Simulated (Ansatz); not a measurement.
C$_{2}$H$_{8}$Sn

```xyz
11

Sn    0.0131    0.0016   -0.0223
H     0.0837   -0.0886    1.6919
H     1.6196    0.0955   -0.6241
C    -1.0846    1.7735   -0.6076
H    -2.1056    1.7321   -0.2253
H    -0.6035    2.6692   -0.2130
H    -1.1248    1.8528   -1.6949
C    -0.9494   -1.7751   -0.8002
H    -1.9643   -1.8606   -0.4086
H    -1.0005   -1.7325   -1.8893
H    -0.3917   -2.6680   -0.5145
```

Core potentials replace the inner electrons of Sn.

Method: RHF/def2-SVP (Ansatz).

What will maps of the electron density and electron localisation function show?

C–Sn (2.17 Å): ρ is about 0.67 e/Å³ halfway; the ELF peaks at about 0.95 in the valence shell of C, 0.7 Å from its nucleus, and drops to about 0.15 between the two atoms.
C–H (1.09 Å): ρ is about 1.9 e/Å³ halfway; the ELF climbs to about 1 towards the hydrogen, as it does in any bond to H; a covalent bond by its length.

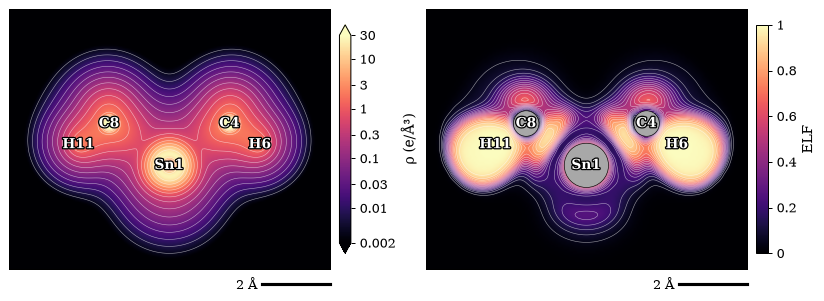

Computed electron density and electron localisation function on the plane of atoms Sn1, C4 and H6, in this order. Grey discs cover the atomic cores in the ELF map. 
